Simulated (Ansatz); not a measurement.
**LiI (Lithium Iodide), step by step**

Aim: a series of 40 runs (HF/STO-3G, UHF/STO-3G, HF/3-21G, UHF/3-21G, PBE/def2-SVP, UPBE/def2-SVP, CCSD(T)/def2-TZVP, UCCSD(T)/def2-TZVP, and more) of ILi. 

The calculation is run with Ansatz 0.2.0.

### 1 Starting point

LiI has 2 atoms, charge 0, and is taken as a singlet. As SMILES, `[Li][I]`. The bond length is the measured one. The run starts from this shape.

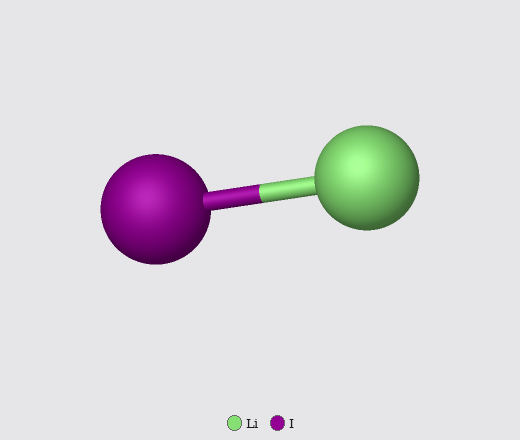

The structure, seen from a chosen angle (lithium green, iodine purple).

### 2 A geometry optimisation at HF/STO-3G (run 1)

in.yaml reads:

```yaml
crystal:
  periodic: [false, false, false]
  atoms:
    - {symbol: Li, position_ang: [0.000000, 0.000000, 0.000000]}
    - {symbol: I, position_ang: [0.000000, 0.000000, 2.391924]}
basis:
  gaussian: {orbitals: STO-3G}
total_charge: 0
hamiltonian: {xc: hf}
relax: {f_tol: 0.002}
output: {orbitals: {seedname: orbitals}}
```

Run with:

```sh
$ ansatz run in.yaml --threads 1 --pin off --max-ram 3480MiB --events-out events.jsonl --progress --plain --runs-dir runs
```

Standard output, cut to the lines that bear on the results:

```text
Warning: RAYON_NUM_THREADS=1 ignored (pool sized by the plan → 1); use --threads N
[...]
Functional definition: HF
  name "HF"
[...]
358 factors; integrals over basis functions are off by at most 3.7e-4 eV
[...]
mean field -186618.91528647 eV, -6858.1186419339 hartree, gradient 1.5e-5 eV, S^2 0.000000; 0 other end points of the search recorded, 0 dependent functions left out
[...]
reference -186618.91528647 eV, -6858.1186419339 hartree; 28, 28 occupied and 4, 4 virtual orbitals, 358 factors
relax step   1: F+E_penalty+E_count = -186618.91528647 eV  Δ(F+E_penalty+E_count) = +0.000e0 eV  max|allowed force component| = 1.040e0 eV/Å  Δτ_max = 0.0000 Å  (23 SCF iters, accepted)
[...]
relax step   4: F+E_penalty+E_count = -186618.97682697 eV  Δ(F+E_penalty+E_count) = -4.041e-3 eV  max|allowed force component| = 3.824e-2 eV/Å  Δτ_max = 0.0116 Å  (31 SCF iters, accepted)
[...]
relax step   5: F+E_penalty+E_count = -186618.97689143 eV  Δ(F+E_penalty+E_count) = -6.446e-5 eV  max|allowed force component| = 2.316e-4 eV/Å  Δτ_max = 0.0017 Å  (31 SCF iters, accepted)
358 factors; integrals over basis functions are off by at most 4.7e-4 eV
[...]
a density is far from that of the atoms, so the factors are made again for it
366 factors; integrals over basis functions are off by at most 2.0e-5 eV
mean field -186618.97689143 eV, -6858.1209058743 hartree, gradient 2.2e-5 eV, S^2 0.000000; 0 other end points of the search recorded, 0 dependent functions left out
[...]
reference -186618.97689143 eV, -6858.1209058743 hartree; 28, 28 occupied and 4, 4 virtual orbitals, 366 factors
Total energy: -186618.97689143 eV, -6858.1209058743 hartree
Atom 0 at    -0.000000     0.000000     0.055409 Å, force    -0.000000     0.000000     0.000232 eV/Å
Atom 1 at     0.000000    -0.000000     2.336515 Å, force     0.000000    -0.000000    -0.000232 eV/Å
Dipole moment:    -0.000000    -0.000000    -0.914614 e Å
```

Wall time 2.2 s (1 thread of Arm Neoverse V2, shared host); peak memory 0.081 GiB.

Step by step:

| step | energy from the first frame kept (eV) | largest force (eV/Å) |
| --- | --- | --- |
| 1 | 0.0000 | 1.0400 |
| 2 | 0.1392 | 2.5876 |
| 3 | -0.0575 | 0.3132 |
| 4 | -0.0615 | 0.0382 |
| 5 | -0.0616 | 0.0002 |

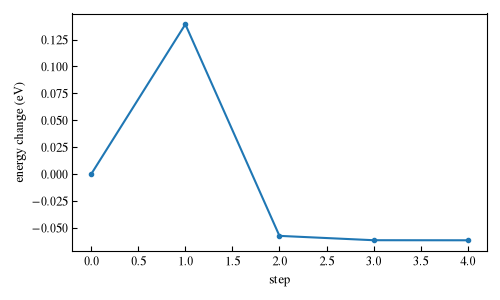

Energy along the run.

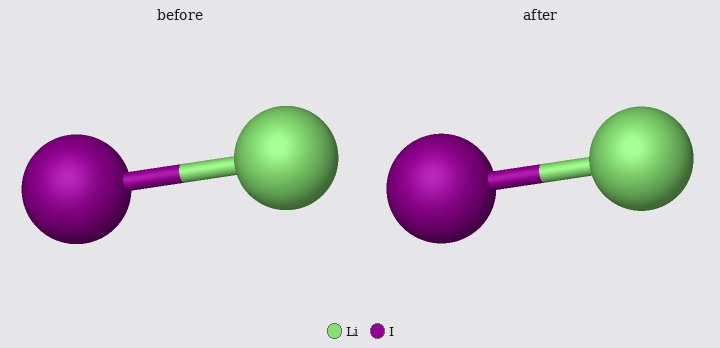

Before and after, at one scale.

After the run. Bond lengths: Li1–I2 2.281 Å.

### 3 The harmonic vibrations at HF/STO-3G (run 2)

in.yaml reads:

```yaml
crystal:
  periodic: [false, false, false]
  atoms:
    - {symbol: Li, position_ang: [-0.000000, 0.000000, 0.055409]}
    - {symbol: I, position_ang: [0.000000, -0.000000, 2.336515]}
basis:
  gaussian:
    orbitals: STO-3G
phonons:
  temperatures: {t_min: 298.15, t_max: 298.15, t_step: 1}
hamiltonian:
  xc: hf
```

Run with:

```sh
$ ansatz run in.yaml --threads 1 --pin off --max-ram 3480MiB --events-out events.jsonl --progress --plain --runs-dir runs
```

Standard output, cut to the lines that bear on the results:

```text
Warning: RAYON_NUM_THREADS=1 ignored (pool sized by the plan → 1); use --threads N
Functional definition: HF
  name "HF"
[...]
359 factors; integrals over basis functions are off by at most 4.7e-4 eV
[...]
a density is far from that of the atoms, so the factors are made again for it
367 factors; integrals over basis functions are off by at most 1.6e-5 eV
mean field -186618.97689909 eV, -6858.1209061558 hartree, gradient 2.2e-5 eV, S^2 0.000000; 0 other end points of the search recorded, 0 dependent functions left out
[...]
reference -186618.97689909 eV, -6858.1209061558 hartree; 28, 28 occupied and 4, 4 virtual orbitals, 367 factors
[...]
359 factors; integrals over basis functions are off by at most 4.7e-4 eV
[...]
a density is far from that of the atoms, so the factors are made again for it
367 factors; integrals over basis functions are off by at most 1.6e-5 eV
[...]
reference -186618.97686343 eV, -6858.1209048454 hartree; 28, 28 occupied and 4, 4 virtual orbitals, 367 factors
[...]
359 factors; integrals over basis functions are off by at most 4.7e-4 eV
a density is far from that of the atoms, so the factors are made again for it
367 factors; integrals over basis functions are off by at most 1.6e-5 eV
mean field -186618.97686439 eV, -6858.1209048806 hartree, gradient 2.4e-6 eV, S^2 0.000000; 0 other end points of the search recorded, 0 dependent functions left out
[...]
reference -186618.97686439 eV, -6858.1209048806 hartree; 28, 28 occupied and 4, 4 virtual orbitals, 367 factors
Total energy: -186618.97689909 eV, -6858.1209061558 hartree
Atom 0 at     0.000000     0.000000     0.055409 Å, force     0.000000     0.000000     0.000232 eV/Å
Atom 1 at     0.000000     0.000000     2.336515 Å, force    -0.000000    -0.000000    -0.000232 eV/Å
Dipole moment:     0.000000    -0.000000    -0.914613 e Å
Vibrations: 682.08 cm⁻¹, zero-point energy 0.042284 eV
```

It took 4.2 s on 1 thread of Arm Neoverse V2, shared host; peak memory 0.08 GiB.

Runs 3 to 14 aren't shown in full; the table further down has their settings and results.

### 4 The doublet cation: a single-point energy at UCCSD(T)/def2-TZVP (core potential) (run 15)

molecule.yaml reads:

```yaml
crystal:
  periodic: [false, false, false]
  atoms:
    - {symbol: Li, position_ang: [0.000000, 0.000000, -0.007158]}
    - {symbol: I, position_ang: [-0.000000, -0.000000, 2.399082]}
basis:
  gaussian:
    orbitals: def2-TZVP
total_charge: 1
magnetization:
  spin_polarized: true
  initial_magnetization: 1
correlation:
  method: ccsd_t
accuracy: high
scf:
  omitted_lower_state_checks: [cluster_reference]
```

Run with:

```sh
$ ansatz run molecule.yaml --threads 1 --pin off --max-ram 3480MiB --events-out events.jsonl --progress --plain --runs-dir runs
```

Standard output, cut to the lines that bear on the results:

```text
Warning: RAYON_NUM_THREADS=1 ignored (pool sized by the plan → 1); use --threads N
Functional definition: HF
  name "HF"
[...]
1083 factors; integrals over basis functions are off by at most 3.4e-9 eV
[...]
mean field -8269.83397065 eV, -303.9107929266 hartree, gradient 3.2e-8 eV, S^2 0.759697; 9 other end points of the search recorded, 0 dependent functions left out
4 core orbitals not correlated: weight in the atoms' cores, before any rotation towards them, 1.000 or more for the frozen orbitals, at most 0.000 for the correlated occupied ones
reference -8269.83397065 eV, -303.9107929266 hartree; 10, 9 occupied and 50, 51 virtual orbitals, 1083 factors
second order -13.54676883 eV of doubles, -0.00000000 eV of singles
cycle   1  -12.80168470 eV  change    7.5e-1 eV  update   5.5e-2
[...]
cycle  18  -13.08636917 eV  change   -2.3e-9 eV  update  9.2e-10
perturbative correction -0.19547805 eV, -0.0071836860 hartree
Total energy: -8283.11581788 eV, -304.3988918094 hartree
Checks for a lower state left out: cluster_reference
```

It took 8.4 s on 1 thread of Arm Neoverse V2, shared host; peak memory 0.36 GiB.

Runs 16 to 39 aren't shown in full; the table further down has their settings and results.

### 5 The doublet cation: a structure relaxation at U-wB97M-V/def2-TZVPD (core potential) (run 40)

job.yaml reads:

```yaml
basis:
  gaussian: {orbitals: def2-TZVPD}
crystal:
  periodic: [false, false, false]
  atoms:
    - symbol: Li
      position_ang: [0.000000, 0.000000, -0.000730]
    - symbol: I
      position_ang: [-0.000000, -0.000000, 2.392654]
total_charge: 1
magnetization: {spin_polarized: true, initial_magnetization: 1}
hamiltonian: {xc: {name: wB97M-V}}
relax: {}
```

Run with:

```sh
$ ansatz run job.yaml --threads 1 --pin off --max-ram 3480MiB --events-out events.jsonl --progress --plain --runs-dir runs
```

Standard output, cut to the lines that bear on the results:

```text
Warning: RAYON_NUM_THREADS=1 ignored (pool sized by the plan → 1); use --threads N
[...]
Functional definition: wB97M-V
  name "wB97M-V"
[...]
  gx(w, u) = 1 - cx + cx01*u + cx10*w
  gss(w, u) = css00 + css04*u^4 + css10*w + css20*w^2 + css43*w^4*u^3
  gos(w, u) = cos00 + cos10*w + (cos20 + cos21*u)*w^2 + (cos60 + cos61*u)*w^6
[...]
      + integral(e_c_pw_mod_opposite_spin*gos(b97_w_opposite, b97_u_opposite)) + vv10(b, c)
608 factors; their error is unknown
221 factors; integrals over basis functions are off by at most 9.7e-6 eV
[...]
mean field -8298.38326030 eV, -304.9599599698 hartree, gradient 3.2e-5 eV, S^2 0.752513; 1 other end points of the search recorded, 0 dependent functions left out
[...]
reference -8298.38329658 eV, -304.9599613031 hartree; 14, 13 occupied and 62, 63 virtual orbitals, 608 factors
[...]
relax step   3: F+E_penalty+E_count = -8298.55114973 eV  Δ(F+E_penalty+E_count) = -4.176e-4 eV  max|allowed force component| = 1.647e-2 eV/Å  Δτ_max = 0.0070 Å  (46 SCF iters, accepted)
[...]
relax step   4: F+E_penalty+E_count = -8298.55121732 eV  Δ(F+E_penalty+E_count) = -6.760e-5 eV  max|allowed force component| = 7.047e-4 eV/Å  Δτ_max = 0.0043 Å  (45 SCF iters, accepted)
608 factors; their error is unknown
221 factors; integrals over basis functions are off by at most 1.0e-5 eV
[...]
mean field -8298.55121732 eV, -304.9661322766 hartree, gradient 4.3e-5 eV, S^2 0.752585; 2 other end points of the search recorded, 0 dependent functions left out
[...]
reference -8298.55125671 eV, -304.9661337240 hartree; 14, 13 occupied and 62, 63 virtual orbitals, 608 factors
Total energy: -8298.55125671 eV, -304.9661337240 hartree
Atom 0 at     0.000000     0.000000    -0.163090 Å, force     0.000000    -0.000000    -0.000705 eV/Å
Atom 1 at    -0.000000    -0.000000     2.555014 Å, force     0.000000     0.000000     0.000705 eV/Å
Dipole moment:     0.000000     0.000000    -1.970456 e Å
```

It took 93 s on 1 thread of Arm Neoverse V2, shared host; peak memory 0.31 GiB.

Steps, from the record of the run:

```
step  energy from the first frame kept (eV)  largest force (eV/Å)
   1                                 0.0000                1.2719
   2                                -0.1675                0.0433
   3                                -0.1679                0.0165
   4                                -0.1680                0.0007
```

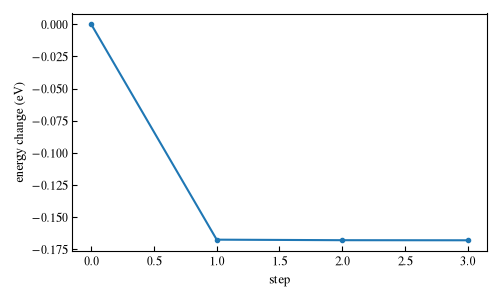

Energy along the run.

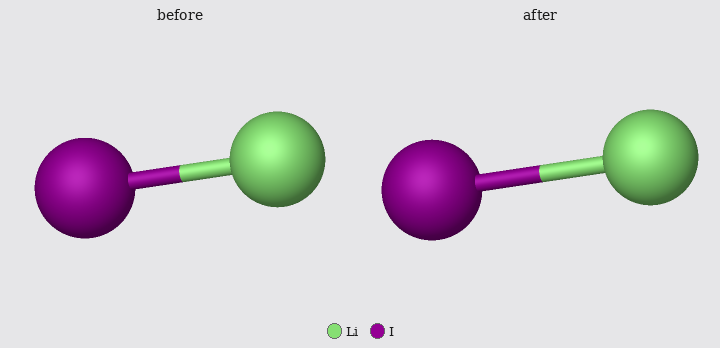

Before and after, at one scale.

After the run. Bond lengths: Li1–I2 2.718 Å.

### 6 Overview of the runs

| run | level | task | walk f tol | partner | energy (Eh) | wall time |
| --- | --- | --- | --- | --- | --- | --- |
| 1 | HF/STO-3G | optimise | 0.002 | base | -6858.120906 | 2.2 s |
| 2 | HF/STO-3G | frequencies | – | base | -6858.120906 | 4.2 s |
| 3 | UHF/STO-3G | energy | – | cation | -6857.882821 | 0.52 s |
| 4 | UHF/STO-3G | optimise | – | cation | -6857.894647 | 1.7 s |
| 5 | HF/3-21G | optimise | 0.002 | base | -6895.324458 | 2.9 s |
| 6 | HF/3-21G | frequencies | – | base | -6895.324458 | 5.4 s |
| 7 | UHF/3-21G | energy | – | cation | -6895.042304 | 0.99 s |
| 8 | UHF/3-21G | optimise | – | cation | -6895.049800 | 3.9 s |
| 9 | PBE/def2-SVP (core potential) | optimise | 0.002 | base | -305.245454 | 3.3 s |
| 10 | PBE/def2-SVP (core potential) | frequencies | – | base | -305.245454 | 7.8 s |
| 11 | UPBE/def2-SVP (core potential) | energy | – | cation | -304.926340 | 2.1 s |
| 12 | UPBE/def2-SVP (core potential) | optimise | – | cation | -304.933144 | 6.6 s |
| 13 | CCSD(T)/def2-TZVP (core potential) | optimise | 0.002 | base | -304.711747 | 64 s |
| 14 | CCSD(T)/def2-TZVP (core potential) | frequencies | – | base | -304.711747 | 3.4 min |
| 15 | UCCSD(T)/def2-TZVP (core potential) | energy | – | cation | -304.398892 | 8.4 s |
| 16 | UCCSD(T)/def2-TZVP (core potential) | optimise | – | cation | -304.405189 | 4.7 min |
| 17 | SVWN5/def2-TZVP (core potential) | optimise | 0.002 | base | -304.752595 | 2.7 s |
| 18 | SVWN5/def2-TZVP (core potential) | frequencies | – | base | -304.752595 | 5.7 s |
| 19 | USVWN5/def2-TZVP (core potential) | energy | – | cation | -304.422776 | 2 s |
| 20 | USVWN5/def2-TZVP (core potential) | optimise | – | cation | -304.428599 | 6 s |
| 21 | PBE-D3(BJ)/def2-TZVP (core potential) | optimise | 0.002 | base | -305.262529 | 3.3 s |
| 22 | PBE-D3(BJ)/def2-TZVP (core potential) | frequencies | – | base | -305.262529 | 7.5 s |
| 23 | UPBE-D3(BJ)/def2-TZVP (core potential) | energy | – | cation | -304.943801 | 4.2 s |
| 24 | UPBE-D3(BJ)/def2-TZVP (core potential) | optimise | – | cation | -304.949733 | 14 s |
| 25 | r2SCAN/def2-TZVP (core potential) | optimise | 0.002 | base | -305.412029 | 7.2 s |
| 26 | r2SCAN/def2-TZVP (core potential) | frequencies | – | base | -305.412029 | 14 s |
| 27 | U-r2SCAN/def2-TZVP (core potential) | energy | – | cation | -305.093389 | 10 s |
| 28 | U-r2SCAN/def2-TZVP (core potential) | optimise | – | cation | -305.099688 | 31 s |
| 29 | B3LYP-D4/def2-TZVP (core potential) | optimise | 0.002 | base | -305.406202 | 4.5 s |
| 30 | B3LYP-D4/def2-TZVP (core potential) | frequencies | – | base | -305.406202 | 9.6 s |
| 31 | UB3LYP-D4/def2-TZVP (core potential) | energy | – | cation | -305.085094 | 2.4 s |
| 32 | UB3LYP-D4/def2-TZVP (core potential) | optimise | – | cation | -305.091162 | 11 s |
| 33 | wB97X-V/def2-TZVP (core potential) | optimise | 0.002 | base | -305.283332 | 15 s |
| 34 | wB97X-V/def2-TZVP (core potential) | frequencies | – | base | -305.283332 | 30 s |
| 35 | U-wB97X-V/def2-TZVP (core potential) | energy | – | cation | -304.964934 | 12 s |
| 36 | U-wB97X-V/def2-TZVP (core potential) | optimise | – | cation | -304.971030 | 61 s |
| 37 | wB97M-V/def2-TZVPD (core potential) | optimise | 0.002 | base | -305.276170 | 23 s |
| 38 | wB97M-V/def2-TZVPD (core potential) | frequencies | – | base | -305.276170 | 43 s |
| 39 | U-wB97M-V/def2-TZVPD (core potential) | energy | – | cation | -304.959961 | 18 s |
| 40 | U-wB97M-V/def2-TZVPD (core potential) | optimise | – | cation | -304.966134 | 93 s |

### 7 Summary of results

```
                                                                                     quantity          value
                                              doublet cation, run 40: total energy at the end  -304.96613 Eh
                                                          doublet cation, run 40: bond length        2.718 Å
                                                                 doublet cation, run 40: ⟨S²⟩          0.753
                                vertical ionisation energy (to the doublet cation), HF/STO-3G       6.479 eV
                        vertical ionisation energy (to the doublet cation), CCSD(T)/def2-TZVP       8.513 eV
                          vertical ionisation energy (to the doublet cation), SVWN5/def2-TZVP       8.975 eV
                     vertical ionisation energy (to the doublet cation), PBE-D3(BJ)/def2-TZVP       8.673 eV
        adiabatic ionisation energy (to the doublet cation, no zero-point term), PBE/def2-SVP       8.498 eV
     adiabatic ionisation energy (to the doublet cation, no zero-point term), SVWN5/def2-TZVP       8.816 eV
adiabatic ionisation energy (to the doublet cation, no zero-point term), PBE-D3(BJ)/def2-TZVP       8.512 eV
  adiabatic ionisation energy (to the doublet cation, no zero-point term), B3LYP-D4/def2-TZVP       8.573 eV
```

In words: At HF/STO-3G: the vertical ionisation energy comes to 6.48 eV (625 kJ/mol). In a minimal basis such a difference can be off by several eV, whatever the method. At CCSD(T)/def2-TZVP: the vertical ionisation energy comes to 8.51 eV (821 kJ/mol). At SVWN5/def2-TZVP: the vertical ionisation energy comes to 8.97 eV (207 kcal/mol). At PBE-D3(BJ)/def2-TZVP: removing an electron at fixed nuclei costs 8.67 eV (837 kJ/mol). At PBE/def2-SVP: the adiabatic ionisation energy (to the doublet cation, no zero-point term) is 8.50 eV (196 kcal/mol). Totals of different functionals can't be ranked against each other. Some runs of one species differ in core potentials or relativity; totals across that change don't compare. In runs 1, 2, 3, 4 the basis is minimal, so the values are rough. In runs 1, 2, 3, 4, 5, 6, 7, 8 relativity is left out where basis or elements ask for it. All runs together took 17 min, the longest 4.7 min.
